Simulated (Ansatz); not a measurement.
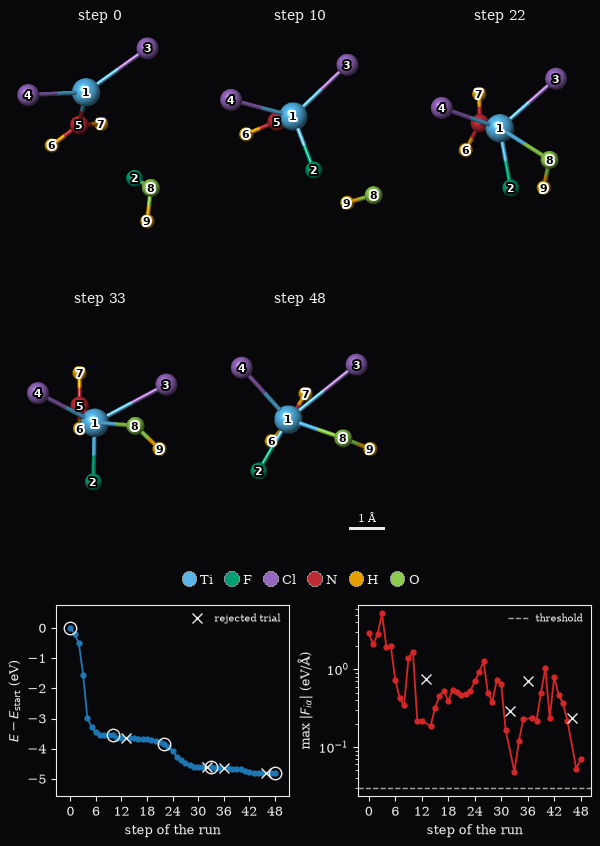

Frames of a relaxation of TiNH$_{3}$OCl$_{2}$F (multiplicity 2), marked on the history of the run. A ball-and-stick model, seen from a free direction.

The run prepares an end point of a later path (reaction) calculation, from a guessed geometry.

These are results of UKS PBE/def2-SVP (Ansatz 0.2.0), not measurements. Set-up: collinear spin; force threshold 0.03 eV/Å; at most 50 steps.

> What happens along the run?

The relaxation stopped without meeting its thresholds, so the last structure isn't shown to be converged. After 44 accepted moves (48 points after the start) the energy has fallen by 4.811 eV. The largest force component goes from 2.9 to 0.069 eV/Å. The line search rejected the trial steps at points 13, 32, 36, 46 of the run. F2 moves most after the best rigid fit: 2.24 Å. By element the largest moves are F 2.24 Å, H 2.05 Å, Ti 1.42 Å, O 1.14 Å, Cl 1.09 Å, N 0.56 Å. Among the contacts that change: Cl3–O8 4.540 → 2.409 Å, Ti1–H9 4.693 → 2.595 Å, Ti1–O8 3.990 → 1.952 Å, F2–O8 1.349 → 2.764 Å. New bonds form, among them: Ti1–F2 (3.03 → 1.75 Å), Ti1–O8 (3.99 → 1.95 Å). Bonds break, among them: F2–O8 (1.35 → 2.76 Å). Among the angles between lasting bonds that change: Cl3–Ti1–Cl4 126.8° → 93.4°, Cl3–Ti1–N5 116.2° → 87.7°, H6–N5–H7 109.5° → 112.1°. Cost: 2.2 min on 4 threads of Intel(R) Xeon(R) 6975P-C (Granite Rapids) (shared host), peak memory 0.37 GiB. From step 0 to 10: O8 moves most (1.00 Å), energy −3.551 eV. From step 10 to 22: O8 moves most (1.19 Å), energy −0.287 eV. From step 22 to 33: O8 moves most (0.83 Å), energy −0.782 eV. From step 33 to 48: Cl3 moves most (1.17 Å), energy −0.192 eV.

| step | E − E(0), eV | largest force component, eV/Å | note |
| --- | --- | --- | --- |
| 0 | 0.0000 | 2.9218 |  |
| 1 | -0.1978 | 2.0950 |  |
| 2 | -0.5094 | 2.8109 |  |
| 3 | -1.5476 | 5.2091 |  |
| 4 | -2.9830 | 1.9270 |  |
| 5 | -3.2862 | 1.9766 |  |
| 6 | -3.4612 | 0.7354 |  |
| 7 | -3.5319 | 0.4229 |  |
| 8 | -3.5389 | 0.3439 |  |
| 9 | -3.5448 | 1.3820 |  |
| 10 | -3.5508 | 1.6877 |  |
| 12 | -3.6420 | 0.2181 |  |
| 14 | -3.6526 | 0.1858 |  |
| 16 | -3.6650 | 0.4508 |  |
| 18 | -3.6893 | 0.3918 |  |
| 20 | -3.7383 | 0.5044 |  |
| 22 | -3.8376 | 0.4754 |  |
| 24 | -4.0761 | 0.7041 |  |
| 26 | -4.3611 | 1.2608 |  |
| 28 | -4.5363 | 0.3841 |  |
| 30 | -4.6014 | 0.6450 |  |
| 32 | -4.6140 | 0.2921 | rejected |
| 34 | -4.6221 | 0.1191 |  |
| 36 | -4.6244 | 0.6989 | rejected |
| 38 | -4.6566 | 0.2194 |  |
| 40 | -4.6855 | 1.0290 |  |
| 42 | -4.7594 | 0.7867 |  |
| 44 | -4.7980 | 0.3645 |  |
| 46 | -4.8044 | 0.2388 | rejected |
| 48 | -4.8114 | 0.0693 |  |

Limits of the set-up: the start holds two separate molecules, 3.0 Å apart at their closest, whose relative position is a soft coordinate and is computed without a dispersion correction.
